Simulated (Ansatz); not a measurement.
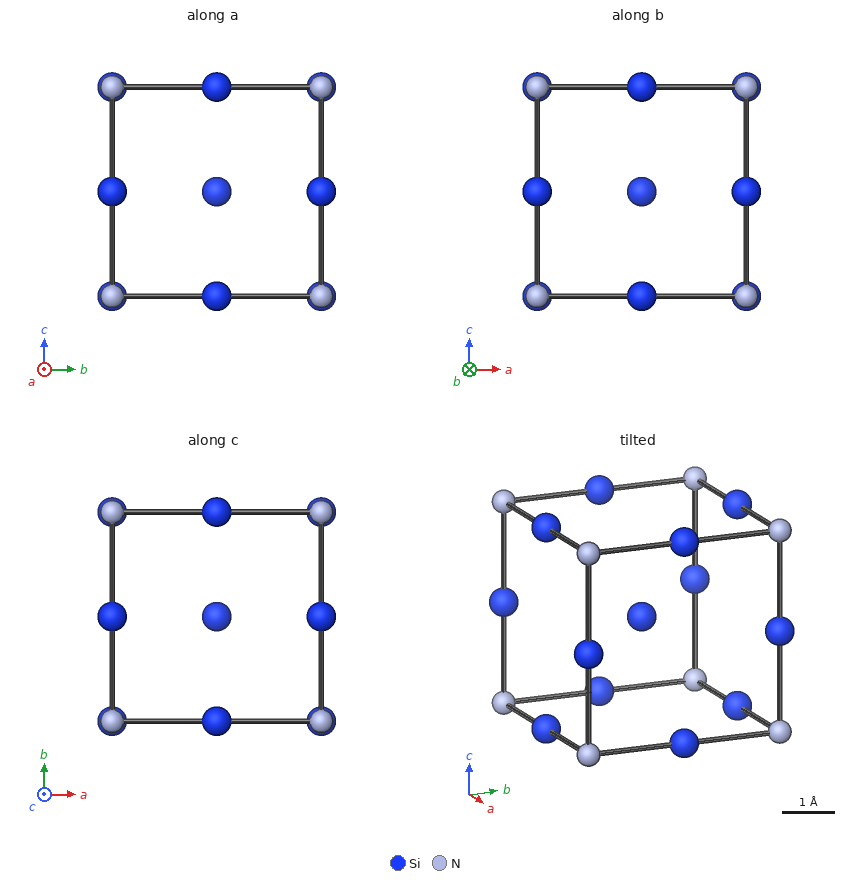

The crystal in a ball-and-stick representation, seen along the a axis, along the b axis, along the c axis and slightly off an axis. Thin lines show the conventional unit cell, with boundary atoms drawn in all their periodic places.

Lattice parameters: a = 4.039 Å, b = 4.039 Å, c = 4.039 Å, α = 90.00°, β = 90.00°, γ = 90.00°.

Question: Put the structure into a table of Wyckoff sites.

Answer: Space group Pm-3m (No. 221).
```
atom  site       x       y       z
  Si    3d  0.5000  0.0000  0.0000
  Si    1b  0.5000  0.5000  0.5000
   N    1a  0.0000  0.0000  0.0000
```

The model was built from a structure type filled with these elements by a generator (whether the compound takes this form wasn't checked). The geometry was optimised with DFT PBE, scalar-relativistic, plane waves, PAW in Ansatz.
